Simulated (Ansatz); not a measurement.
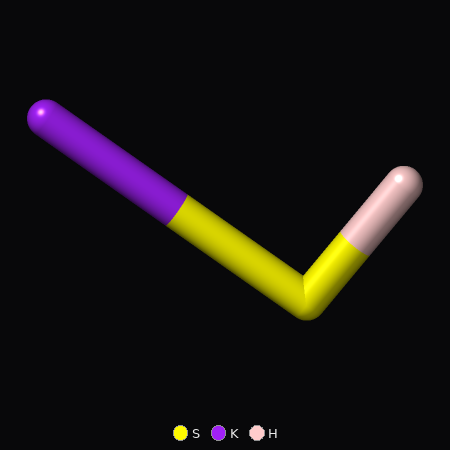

The geometry was computed by an optimisation with PBE-D4/def2-SVP. No frequency run is at hand to confirm it as a minimum.

Draw it as a skeletal formula.

SMILES: [SH][K]

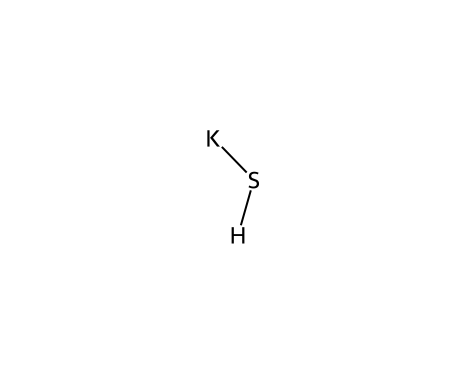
